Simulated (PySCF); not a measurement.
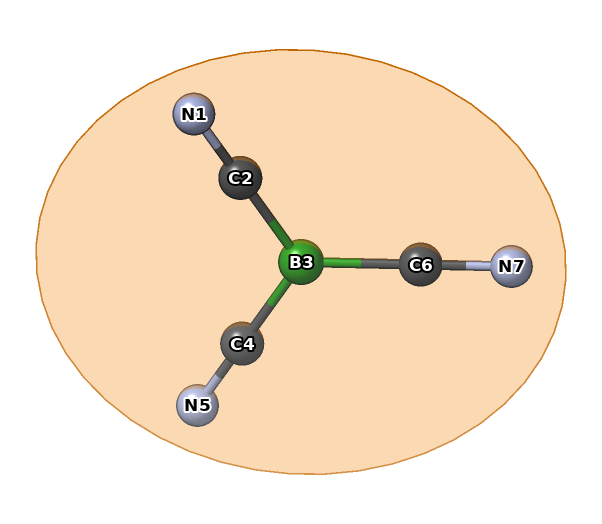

A disc through the centre of mass is drawn in. Depth is shown by fading: the farther an atom, the more it takes the colour of the background. Computed geometry: PBE0-D3(BJ)/def2-SVP optimisation. No frequency run is at hand to confirm it as a minimum.

Is the plane of the disc a mirror plane of the structure?

Yes. The reflection leaves N1, C2, B3, C4, N5, C6, N7 in place. The point group is D3h.
